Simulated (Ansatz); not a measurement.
**(CuOH)2 ring (Cu₂H₂O₂): trial inputs and their diagnosis**

Aim: try 2 inputs for (CuOH)2 ring (Cu₂H₂O₂) as typed, read how each ends, and find what has to change.

The runs use Ansatz 0.2.0, Gaussian basis; the settings change from run to run.

## Step 1: The geometry

The geometry comes from an earlier relaxation with PBE-D4/def2-SVP; it is a stationary point.

6 atoms, charge 0, spin multiplicity 1.

Atoms are counted from 1 here; the program's logs count them from 0.

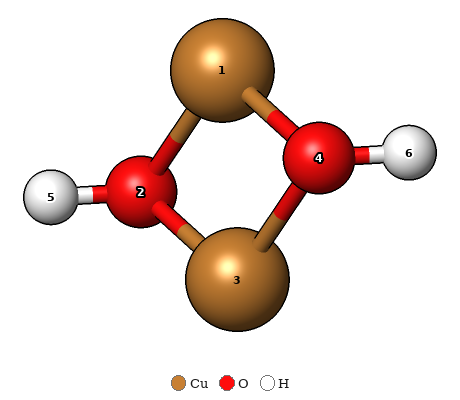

The geometry (copper orange, oxygen red, hydrogen white); atoms are numbered from 1 in the order of the file.

## Step 2: Attempt 1

in.yaml reads:

```yaml
crystal:
  periodic: [false, false, false]
  atoms:
    - {symbol: Cu, position_ang: [1.934618, -0.315250, 1.529865]}
    - {symbol: O, position_ang: [-0.327324, 3.397744, 1.113252]}
    - {symbol: Cu, position_ang: [-1.937204, 0.313292, -1.526796]}
    - {symbol: O, position_ang: [0.328452, -3.397695, -1.114718]}
    - {symbol: H, position_ang: [-1.593422, 3.804828, 2.801031]}
    - {symbol: H, position_ang: [1.594902, -3.802941, -2.802634]}
basis:
  gaussian: {orbitals: def2-SVP, nuclear_model: gaussian, point_charges: [{charge: -1.00, position_ang: [3.736, -0.444, -0.111]}]}
hamiltonian: {xc: {name: wB97X}}
scf: {omitted_lower_state_checks: [starts]}
output: {forces: true}
```

On the command line:

```bash
$ ansatz run in.yaml --threads 2 --pin off --events-out ev --progress --plain --max-ram 4352MiB
```

The log of the run, shortened:

```text
Functional definition: wB97X
  name "wB97X"
  cite "Chai & Head-Gordon, J. Chem. Phys. 128, 084106 (2008) doi:10.1063/1.2834918"
  cite "Becke, J. Chem. Phys. 107, 8554 (1997) doi:10.1063/1.475007"
[...]
  # The coefficients of nought are those of the uniform gas.
[...]
      + exact_x_lr(omega)
[...]
      + integral(e_c_pw_opposite_spin*poly(b97_u_opposite, 1, cos1, cos2, cos3, cos4))
[...]
1057 factors; integrals over basis functions are off by at most 1.2e-3 eV
190 factors; integrals over basis functions are off by at most 2.1e-4 eV
[...]
mean field -93373.00947647 eV, -3431.3948077612 hartree, gradient 1.7e-5 eV, S^2 0.000000; 0 other end points of the search recorded, 0 dependent functions left out
[...]
reference -93373.00941649 eV, -3431.3948055572 hartree; 38, 38 occupied and 62, 62 virtual orbitals, 1057 factors
Total energy: -93373.00941649 eV, -3431.3948055572 hartree
Atom 0 at     1.934618    -0.315250     1.529865 Å, force     1.630673    -0.039533    -1.937889 eV/Å
Atom 1 at    -0.327324     3.397744     1.113252 Å, force    -1.750752     0.021891     1.996080 eV/Å
Atom 2 at    -1.937204     0.313292    -1.526796 Å, force     0.582461    -0.171127     0.332302 eV/Å
Atom 3 at     0.328452    -3.397695    -1.114718 Å, force     1.392355    -0.095936    -2.354711 eV/Å
Atom 4 at    -1.593422     3.804828     2.801031 Å, force     1.656722    -0.641396    -2.267493 eV/Å
Atom 5 at     1.594902    -3.802941    -2.802634 Å, force    -1.917123     0.657211     2.479272 eV/Å
Dipole moment:     1.161294    -0.633928     0.291134 e Å
Checks for a lower state left out: starts
```

Run time: 7 s. Hardware: 2 threads of Arm Neoverse V2, shared host.

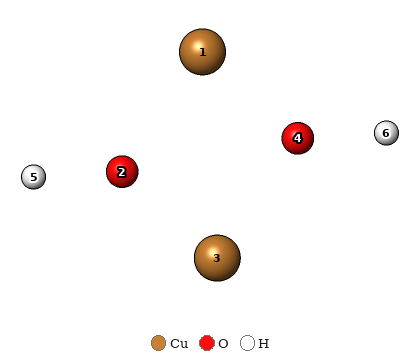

The geometry of this input.

Diagnosis: It ended without an error, which proves nothing about the input. The geometry is stretched to more than twice its size. The shortest distance is 2.15 Å (O4–H6), against 0.98 Å in the relaxed molecule. Its energy is no property of the relaxed molecule. To mend it, use the relaxed coordinates, and remove the point charge.

## Step 3: Attempt 2

in.yaml reads:

```yaml
crystal:
  periodic: [false, false, false]
  atoms:
    - {symbol: Xx, position_ang: [0.879372, -0.143295, 0.695393]}
    - {symbol: O, position_ang: [-0.148784, 1.544429, 0.506024]}
    - {symbol: Cu, position_ang: [-0.880547, 0.142406, -0.693998]}
    - {symbol: O, position_ang: [0.149296, -1.544407, -0.506690]}
    - {symbol: H, position_ang: [-0.724283, 1.729467, 1.273196]}
    - {symbol: H, position_ang: [0.724955, -1.728610, -1.273924]}
basis:
  gaussian: {orbitals: "6-31G*"}
hamiltonian: {xc: {name: r2SCANh}, dispersion: d3bj}
scf: {omitted_lower_state_checks: [starts]}
output: {forces: true}
```

The command is unchanged.

The log of the run:

```text
Error: YAML parse error: error: line 4 column 16: `Xx` is not an element symbol (H … Og, case-exact)
 --> <input>:4:16
  |
2 |   periodic: [false, false, false]
3 |   atoms:
4 |     - {symbol: Xx, position_ang: [0.879372, -0.143295, 0.695393]}
  |                ^ `Xx` is not an element symbol (H … Og, case-exact)
5 |     - {symbol: O, position_ang: [-0.148784, 1.544429, 0.506024]}
6 |     - {symbol: Cu, position_ang: [-0.880547, 0.142406, -0.693998]}
  |
```

Wall time 0.05 s (2 threads of Arm Neoverse V2, shared host).

Diagnosis: Refused before any calculation. An element symbol is wrong. Cure: correct the symbol.

## Step 4: Summary

| attempt | level | ended | cause | time |
| --- | --- | --- | --- | --- |
| 1 | wB97X/def2-SVP | converged | the geometry is stretched to more than twice its size | 7 s |
| 2 | r2SCANh/6-31G* | refused | an element symbol is wrong | 0.05 s |

In words: 1 converged, 1 refused. A refusal costs next to no computing time. The dangerous case is the input that converges on a wrong geometry, charge, spin, basis or grid: often only a look at the input shows it.
